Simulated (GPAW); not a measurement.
Band structure of Cu3Pd (Pm-3m, 4 atoms in the cell).

```
Cu3Pd
1.0
    3.68588     0.00000     0.00000
    0.00000     3.68588     0.00000
    0.00000     0.00000     3.68588
Cu Pd
3 1
Direct
  0.00000   0.50000   0.50000
  0.50000   0.00000   0.50000
  0.50000   0.50000   0.00000
  0.00000   0.00000   0.00000
```

Level of theory: PBEsol, GPAW PAW datasets PBEsol (made by gpaw-setup) (plane waves; GPAW 25.7.0).

Settings: mode = pw; ecut = 800 eV; xc = PBEsol; kpts = 9 9 9; mesh shift (steps) = 0 0 0; occupations.name = fermi-dirac; occupations.width = 0.05 eV; nbands = -10; symmetry.symmorphic = false; symmetry.tolerance = 0.0005; maxiter = 120; bandpath_npoints = 40.

The starting cell comes from a database of computed structures (which also holds hypothetical and non-ambient phases and stackings), without a prior relaxation at this level. Its lattice was rescaled by a random factor within 2.5 % of one. Spin polarisation is off.

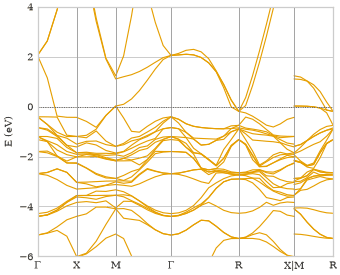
Fig. 1. Bands along the path, energies from the Fermi level.

Levels in eV from the Fermi level, bands 21 to 28:
| point | 21 | 22 | 23 | 24 | 25 | 26 | 27 | 28 |
|---|---|---|---|---|---|---|---|---|
| Γ | -0.84 | -0.41 | -0.41 | -0.41 | 2.04 | 2.04 | 2.04 | 8.30 |
| X | -1.62 | -1.50 | -1.20 | -1.20 | -0.43 | 6.99 | 6.99 | 7.17 |
| M | -1.86 | -1.59 | -1.59 | 0.02 | 0.02 | 1.10 | 1.23 | 9.32 |
| R | -0.90 | -0.85 | -0.75 | -0.75 | -0.19 | -0.19 | -0.19 | 4.91 |

Bands cross the Fermi level along this path, so the cell is metallic at this level.
